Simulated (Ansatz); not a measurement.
BH$_{4}$OF: several calculations on one system

**1. Relaxation**

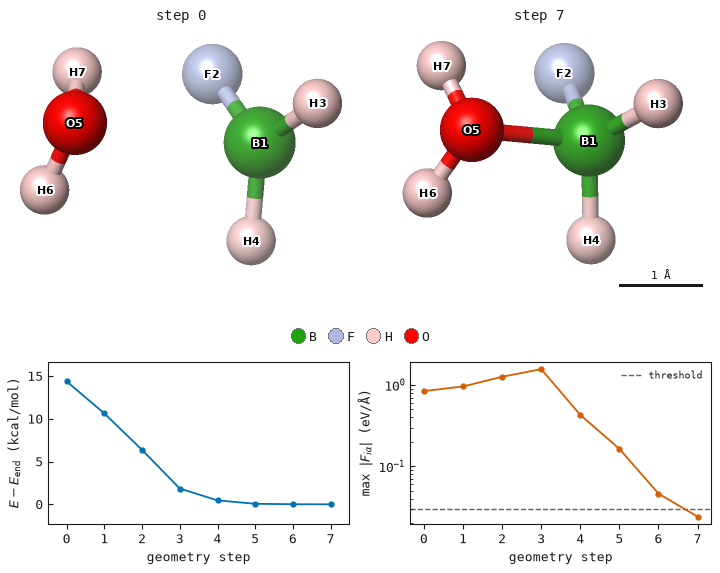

First and last geometry of a relaxation of BH$_{4}$OF, with the history of the run. The picture is a ball-and-stick view, seen at a tilt.

The run prepares an end point of a later path (reaction) calculation, from a guessed geometry.

Computed with RKS LDA/def2-SVP (Ansatz). (no spin polarisation; force threshold 0.03 eV/Å; at most 50 steps)

> What do the curves and the structures tell?

It converged. Over 7 geometry steps the energy falls by 14.4 kcal/mol. Largest force component: 0.84 eV/Å at the start, 0.024 eV/Å at the end. O5 moves most after the best rigid fit: 0.54 Å. Largest moves by element: O 0.54 Å, B 0.39 Å, H 0.33 Å, F 0.09 Å. Some distances before and after: B1–O5 2.590 → 1.662 Å, B1–F2 1.326 → 1.381 Å, B1–H4 1.221 → 1.235 Å, B1–H3 1.219 → 1.227 Å. New bonds form, among them: B1–O5 (2.59 → 1.66 Å). Among the angles between lasting bonds that change: H3–B1–H4 124.7° → 118.6°, H6–O5–H7 102.7° → 106.2°, F2–B1–H3 117.8° → 114.7°.

**2. Relaxation**

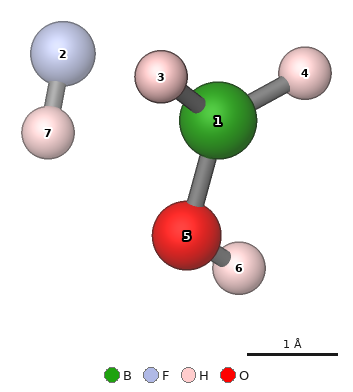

BH4OF, before the relaxation. The picture is a ball-and-stick view, seen at a tilt.

The run prepares an end point of a later path (reaction) calculation, from a guessed geometry.

Method: RKS LDA/def2-SVP (Ansatz 0.2.0).

Input file:
```yaml
crystal:
  periodic: [false, false, false]
  atoms:
    - { symbol: B, position_ang: [0.031517, -0.42144, -0.378397] }
    - { symbol: F, position_ang: [-0.128699, 0.069619, 2.08255] }
    - { symbol: H, position_ang: [1.073947, 0.201632, -0.448546] }
    - { symbol: H, position_ang: [-1.055043, 0.022654, -0.71544] }
    - { symbol: O, position_ang: [0.154546, -1.746916, -0.014142] }
    - { symbol: H, position_ang: [-0.704351, -2.213407, -0.035434] }
    - { symbol: H, position_ang: [0.269882, -0.765742, 1.95401] }
basis:
  gaussian: { orbitals: def2-SVP }
hamiltonian:
  xc: lda
relax:
  f_tol: 0.03
  max_steps: 50
```

Run as
```bash
ansatz run input.yaml --threads 1 --pin off --max-ram 2048MiB --backend cpu --events-out ev --progress --plain --runs-dir out
```

> Where does the relaxation end?

H7 moves most after the best rigid fit: 0.42 Å. By element the largest moves are H 0.42 Å, F 0.38 Å, B 0.24 Å, O 0.21 Å. Near-neighbour distances that change, for instance: B1–F2 2.515 → 1.899 Å, F2–H7 0.934 → 0.984 Å, B1–O5 1.380 → 1.409 Å. Bond angles that change, for instance: H4–B1–O5 120.1° → 118.1°. The energy falls by 0.132 eV in 13 accepted moves (14 points after the start). The largest force component goes from 0.93 to 0.0067 eV/Å. The line search rejected the trial step at point 13 of the run.

Step by step:

```json
{"step": "0", "E − E(0), eV": "0.0000", "largest force component, eV/Å": "0.9297", "note": ""}
{"step": "1", "E − E(0), eV": "-0.0814", "largest force component, eV/Å": "0.4061", "note": ""}
{"step": "2", "E − E(0), eV": "-0.0985", "largest force component, eV/Å": "0.6844", "note": ""}
{"step": "3", "E − E(0), eV": "-0.1119", "largest force component, eV/Å": "0.5932", "note": ""}
{"step": "4", "E − E(0), eV": "-0.1187", "largest force component, eV/Å": "0.1980", "note": ""}
{"step": "5", "E − E(0), eV": "-0.1212", "largest force component, eV/Å": "0.0712", "note": ""}
{"step": "6", "E − E(0), eV": "-0.1249", "largest force component, eV/Å": "0.0934", "note": ""}
{"step": "7", "E − E(0), eV": "-0.1295", "largest force component, eV/Å": "0.1264", "note": ""}
{"step": "8", "E − E(0), eV": "-0.1307", "largest force component, eV/Å": "0.0718", "note": ""}
{"step": "9", "E − E(0), eV": "-0.1311", "largest force component, eV/Å": "0.0398", "note": ""}
{"step": "10", "E − E(0), eV": "-0.1313", "largest force component, eV/Å": "0.0638", "note": ""}
{"step": "11", "E − E(0), eV": "-0.1314", "largest force component, eV/Å": "0.0344", "note": ""}
{"step": "12", "E − E(0), eV": "-0.1314", "largest force component, eV/Å": "0.0595", "note": ""}
{"step": "13", "E − E(0), eV": "-0.1314", "largest force component, eV/Å": "0.0257", "note": "rejected"}
{"step": "14", "E − E(0), eV": "-0.1315", "largest force component, eV/Å": "0.0067", "note": ""}
```

Final geometry:

```xyz
7

B     0.0373   -0.3437   -0.1519
F    -0.0668    0.0393    1.7052
H     1.0795    0.2344   -0.3942
H    -1.0453    0.0363   -0.5697
O     0.1766   -1.7039    0.1886
H    -0.6585   -2.1950    0.0704
H     0.1190   -0.9211    1.5962
```

After the run, drawn alike:

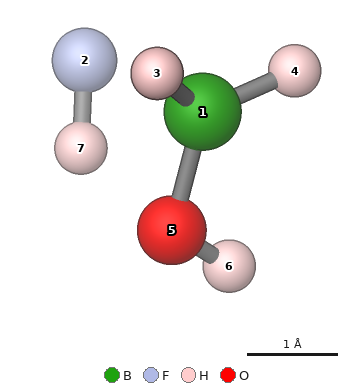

Limits of the set-up: the start holds two separate molecules, 2.2 Å apart at their closest, whose relative position is a soft coordinate and is computed without a dispersion correction.

**3. Path**

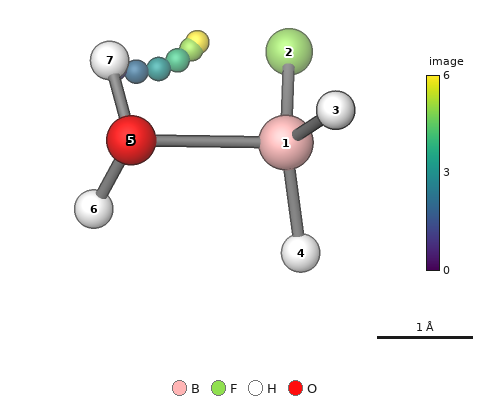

A search for the minimum-energy path of BH$_{4}$OF by the nudged elastic band. Images are numbered from 0 (start) to 6 (end). The start is drawn whole; smaller spheres mark the moving atoms (H) in the later images, joined by lines and coloured by the number of the image. Style: ball-and-stick. Shown face on.

Method: RKS LDA/def2-SVP in Ansatz 0.2.0. Run with 5 movable images; climbing image; force threshold 0.05 eV/Å; iteration limit 60; starting path through a guess of the saddle point.

Q: Describe the path and its energy.

A: Breaking: B1–F2 (1.38 → 1.90 Å), O5–H7 (0.99 → 1.61 Å). Forming: F2–H7 (2.08 → 0.98 Å). No barrier shows: the energy is highest at the end, and the end lies 55.8 kJ/mol above the start. The band converged in 11 iterations. The largest component of the band force went from 5.6 to 0.029 eV/Å.

Cost: 48 s on 1 thread of Arm Neoverse V1, with other jobs on the host, peak memory 0.1 GiB.
